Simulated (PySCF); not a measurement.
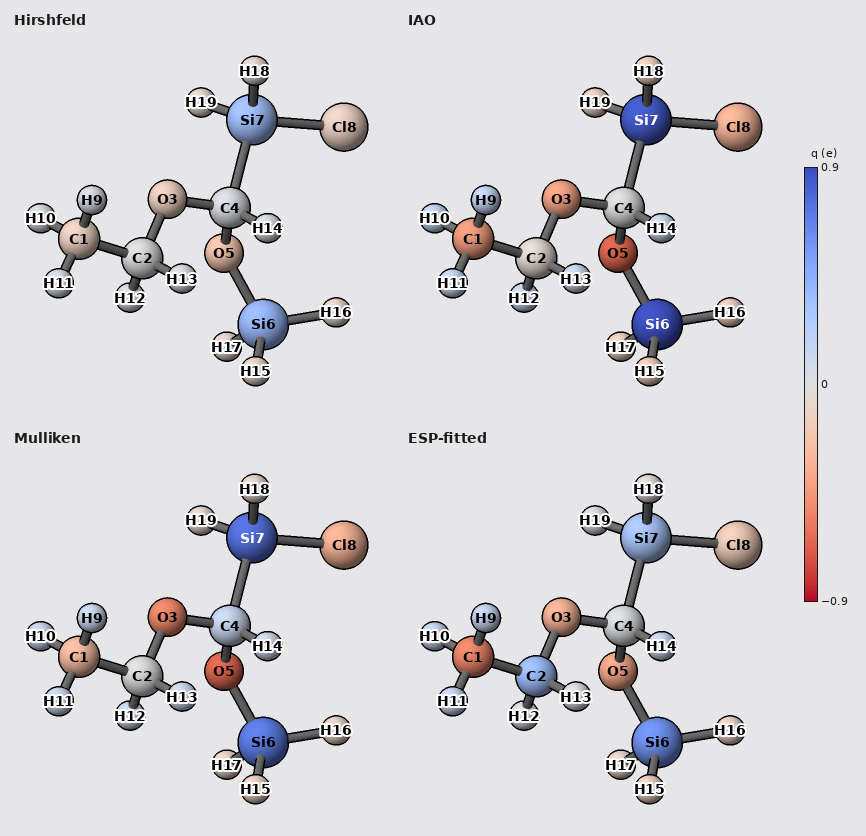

Atomic charges of one calculation by 4 schemes, on one colour scale. The computed structure is the end point of a GFN2-xTB optimisation. No frequency run is at hand to confirm it as a minimum. Level of theory: PBE0/pcSseg-1 (PySCF 2.14.0).

> On which atom do the schemes disagree most?

On Si7 (from 0.29 to 0.82 e).

List the charges (e), one line for each set of equivalent atoms.

| atom | Hirshfeld | IAO | Mulliken | ESP-fitted |
| --- | --- | --- | --- | --- |
| C1 | −0.12 | −0.42 | −0.27 | −0.51 |
| C2 | 0.01 | −0.04 | −0.01 | 0.35 |
| O3 | −0.14 | −0.39 | −0.52 | −0.32 |
| C4 | 0.02 | 0.01 | 0.13 | 0.01 |
| O5 | −0.22 | −0.65 | −0.64 | −0.38 |
| Si6 | 0.38 | 0.87 | 0.69 | 0.59 |
| Si7 | 0.34 | 0.82 | 0.73 | 0.29 |
| Cl8 | −0.11 | −0.31 | −0.32 | −0.17 |
| H9 | 0.04 | 0.15 | 0.12 | 0.14 |
| H10 | 0.05 | 0.15 | 0.12 | 0.15 |
| H11 | 0.05 | 0.15 | 0.11 | 0.13 |
| H12 | 0.03 | 0.13 | 0.12 | 0.02 |
| H13 | 0.03 | 0.12 | 0.09 | 0.00 |
| H14 | 0.03 | 0.10 | 0.10 | 0.12 |
| H15 | −0.08 | −0.16 | −0.12 | −0.15 |
| H16 | −0.08 | −0.15 | −0.10 | −0.11 |
| H17 | −0.07 | −0.12 | −0.11 | −0.10 |
| H18 | −0.07 | −0.13 | −0.08 | −0.04 |
| H19 | −0.06 | −0.11 | −0.06 | −0.01 |

The geometry is semi-empirical. Around Si such bond lengths and angles can be off by a tenth of an ångström or more and by several degrees, and values that hang on the shape move with them.
